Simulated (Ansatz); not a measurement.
The starting structures come from a database of crystals and need not be the phases stable at ambient conditions.

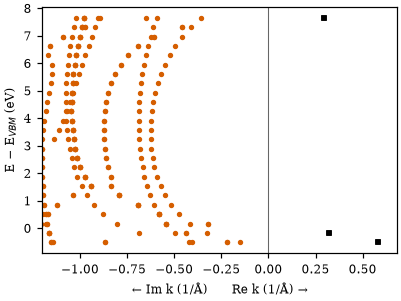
Figure: Complex bands at the centre of the two-dimensional zone; Ansatz (a quantum-chemistry and plane-wave program) with r2SCAN

No gap correction and no spin-orbit coupling; mid-gap values are interpolated between computed energies.

Q: This is MgZrF6 (Fm-3m, not sure to be the ambient phase, 8 atoms a cell, 15.9 Å³ an atom) along the normal of (001). Read off the slowest decay at the centre of the two-dimensional zone at 3.91 eV, the computed energy nearest the middle of the gap.

A: κ ≈ 0.62 1/Å, a decay length 1/(2κ) of the density of 0.80 Å.
